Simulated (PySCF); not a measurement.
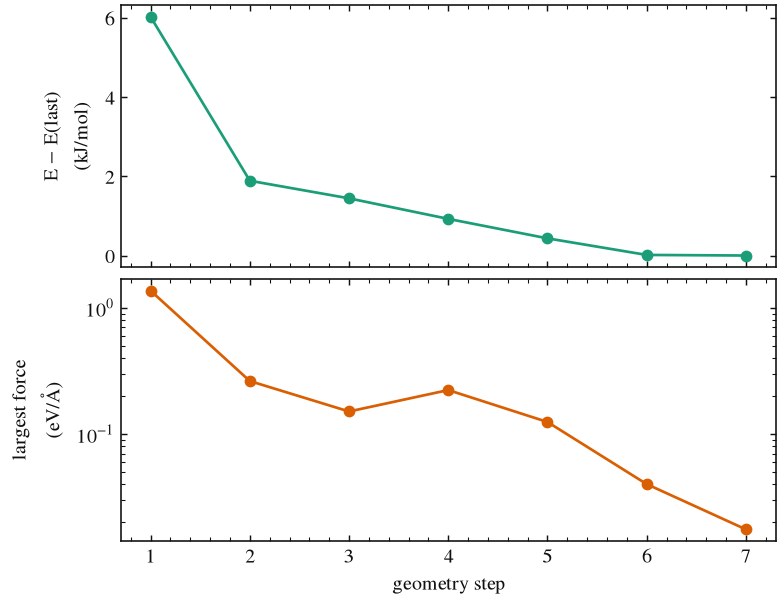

History of a geometry optimisation. ethynylalumane (SMILES C#[C][AlH2]); PBE0-D3(BJ)/def2-SVP, geometry optimisation in PySCF 2.14.0, density fitting.

The optimisation met its thresholds at geometry 7, counting the start as the first. The energy fell by about 6 kJ/mol from the first step to the last. The largest force goes from about 1.4 eV/Å at the start to 0.018 eV/Å at the end.
